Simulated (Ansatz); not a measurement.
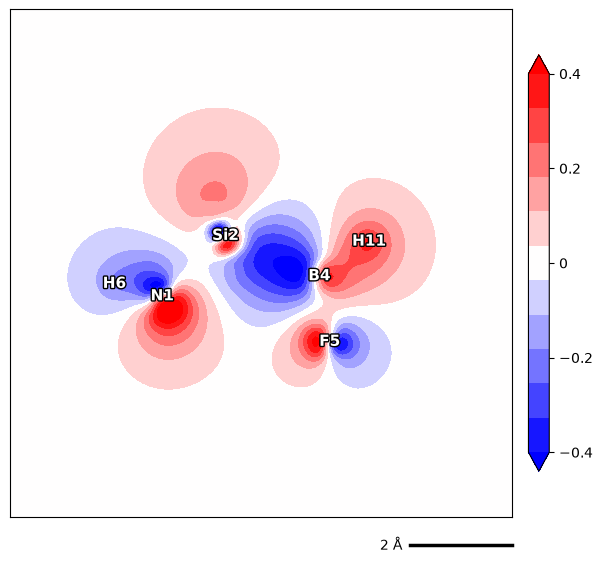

*BFGaH6NSi (SMILES N[SiH]([GaH2])BF). The HOMO−1 on the plane of atoms N1, Si2 and B4 (values in Å⁻³ᐟ²; the overall sign is arbitrary).*

Geometry: PBE0-D4/def2-TZVP.

All numbers below come from RKS PBE0-D4/def2-TZVPP in Ansatz.

The calculation's input:

```
crystal:
  periodic: [false, false, false]
  atoms:
    - {symbol: N, position_ang: [-0.680094, 1.663557, 0.349493]}
    - {symbol: Si, position_ang: [0.145848, 0.333562, -0.377121]}
    - {symbol: Ga, position_ang: [1.428690, -0.861857, 1.281870]}
    - {symbol: B, position_ang: [-1.102334, -0.969976, -1.276639]}
    - {symbol: F, position_ang: [-2.417975, -0.888014, -1.143977]}
    - {symbol: H, position_ang: [-0.217807, 2.245991, 1.027737]}
    - {symbol: H, position_ang: [-1.365198, 2.186904, -0.171382]}
    - {symbol: H, position_ang: [1.158604, 0.682578, -1.437587]}
    - {symbol: H, position_ang: [1.686544, -0.228664, 2.702798]}
    - {symbol: H, position_ang: [2.053961, -2.273612, 0.980646]}
    - {symbol: H, position_ang: [-0.690219, -1.890470, -1.935839]}
basis:
  gaussian: {orbitals: def2-TZVPP}
hamiltonian: {xc: pbe0, dispersion: d4}
output: {orbitals: {seedname: orbitals}}
```

Command:

```sh
ansatz run in.yaml --threads 4 --pin off --events-out ev --progress --plain --max-ram 10444MiB
```

Question: Describe this orbital and give its energy.

Answer: Its weight (Hirshfeld) is mainly on N1 (about 25 %), Si2 (about 25 %), B4 (about 20 %), Ga3 (about 5 %), H11 (about 5 %) and F5 (about 5 %). Its energy is −7.36 eV.
